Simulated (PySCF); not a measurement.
**C₆H₉B₂ (SMILES C#CB/C=[C]\B(C)C) (doublet): density, localisation and related maps**

Input file:

```
{"job": {"kind": "epr", "basis": "pcH-1"}, "charge": 0, "multiplicity": 2}
C      4.767473    -0.706120    -0.370812
C      3.631489    -0.616351     0.025773
B      2.209211    -0.498379     0.493308
C      1.166214     0.140945    -0.461013
C     -0.096952     0.227836    -0.168446
B     -1.499489     0.267946     0.253172
C     -2.455860    -0.964662    -0.071774
C     -2.082425     1.549633     0.996150
H      5.762239    -0.791272    -0.703434
H      1.886566    -0.885319     1.549165
H      1.538922     0.507040    -1.416139
H     -2.864966    -0.858624    -1.076999
H     -3.301266    -1.022393     0.609552
H     -1.933403    -1.918834    -0.048184
H     -1.377761     2.375386     1.058110
H     -2.375029     1.292437     2.013675
H     -2.981962     1.912760     0.501266
```

Launched as:

```sh
OMP_NUM_THREADS=1 python probes_run.py task.json out
```

Geometry: GFN2-xTB.

Theory: PySCF 2.14.0, density-fitted response routines, UKS B3LYP, pcH-1 on B C H, non-relativistic, mean-field spin-orbit, GIAO.

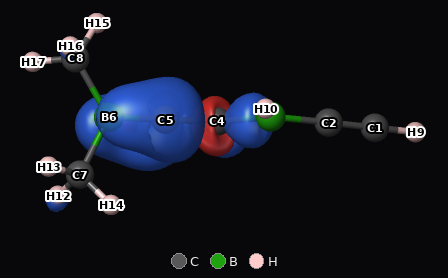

Figure 1. Isosurfaces of the spin density at +0.02 (blue) and −0.02 e/Å³ (red), seen at a tilt.

### Which atoms carry the spin?

The unpaired spin (1 electron) lies mostly on C5 (about 0.6) and B6 (about 0.2), in electrons by Hirshfeld's partition.

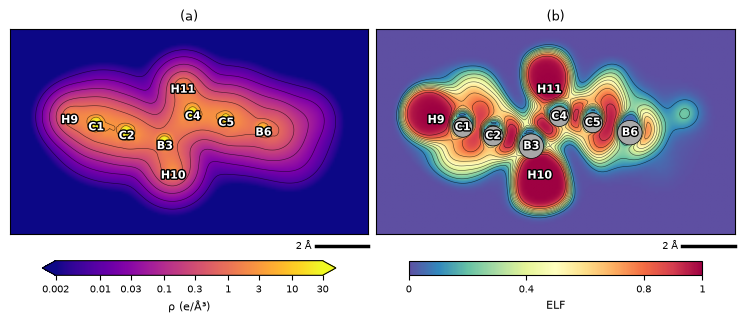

Figure 2. (a) total electron density; (b) ELF on the plane of atoms C2, B3 and H10. Grey discs cover the atomic cores in the ELF map.

### Describe what can be read from this map.

The section cuts through C, B and H sites. C–C (1.21 Å): ρ is about 2.5 e/Å³ halfway; the ELF peaks at about 0.90 between the atoms; a short, multiple covalent bond. C–B (1.47 Å): ρ is about 1.4 e/Å³ halfway; the ELF peaks at about 0.95 between the atoms: a covalent bond. C–H (1.05 Å): ρ is about 1.9 e/Å³ halfway; the ELF climbs to about 1 towards the hydrogen, as it does in any bond to H; an ordinary covalent bond to hydrogen. C–C (1.30 Å): the density is about 2.2 e/Å³ at the midpoint; the ELF peaks at about 0.90 between the atoms (a short, multiple covalent bond). C–B (1.55 Å): ρ is about 1.2 e/Å³ halfway; the ELF peaks at about 0.95 between the atoms: a covalent bond.

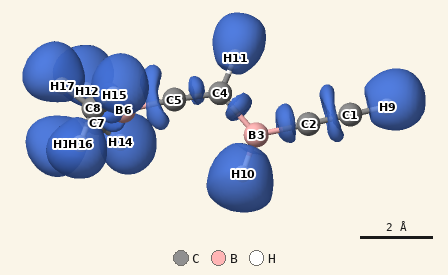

Figure 3. Isosurface of the ELF at 0.85 (blue), seen from one side. Core shells and regions of very low density are left out.

### Where are the electrons localised?

At this value the surface marks out five regions between bonded B–C atoms (shared pairs), two regions between bonded C–C atoms (shared pairs) and nine regions around hydrogen nuclei.
